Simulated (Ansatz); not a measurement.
TaS$_{2}$ (CdI2 type)

```cif
data_S2Ta
_chemical_formula_sum 'Ta1 S2'
_space_group_name_H-M_alt 'P 1'
_space_group_IT_number 1
_cell_length_a 3.32937
_cell_length_b 3.32937
_cell_length_c 5.78619
_cell_angle_alpha 90.000
_cell_angle_beta 90.000
_cell_angle_gamma 120.000
loop_
_space_group_symop_operation_xyz
  'x, y, z'
loop_
_atom_site_label
_atom_site_type_symbol
_atom_site_fract_x
_atom_site_fract_y
_atom_site_fract_z
_atom_site_occupancy
Ta1 Ta 0.00000 0.00000 0.00000 1
S1 S 0.33333 0.66667 0.26690 1
S2 S 0.66667 0.33333 0.73310 1
```

This relaxed cell (volume V₀) is scaled evenly in all directions, its shape held. The atoms relax within the cell's symmetry.

The numbers are results of PBE-D3(BJ) (plane waves to 420 eV, PAW, scalar-relativistic; Ansatz, a quantum-chemistry and plane-wave program), not measurements. k mesh 16×16×8 (Γ-centred), Fermi-Dirac smearing 0.05 eV. The energy includes the smearing's −TS. With the shape held, the modulus is that of even scaling; a crystal free to change shape is softer. Spin-orbit coupling is left out, though Ta is heavy. TaS2 is run without spin polarisation. TaS2 was relaxed with its symmetry unable to fall. The PAW data are Ansatz's earlier set. ΔE is measured from the relaxed starting cell.

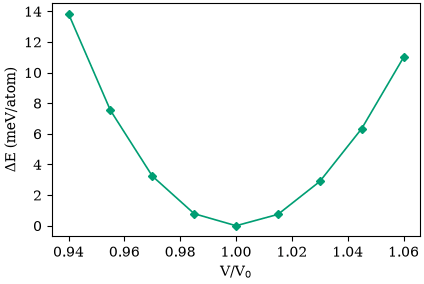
Figure: ΔE (meV/atom) against V/V₀; one marker a computed point.

Question: What bulk modulus at fixed cell shape B₀ follows from a third-order Birch-Murnaghan fit?

Answer: About 59 GPa.

Question: What is ΔE at V/V₀ = 0.940?

Answer: About 14 meV/atom.

Question: What is ΔE at V/V₀ = 1.060?

Answer: About 11 meV/atom.

(A scan under strain: stresses follow from slopes of the energy per volume, elastic moduli from its curvatures.)
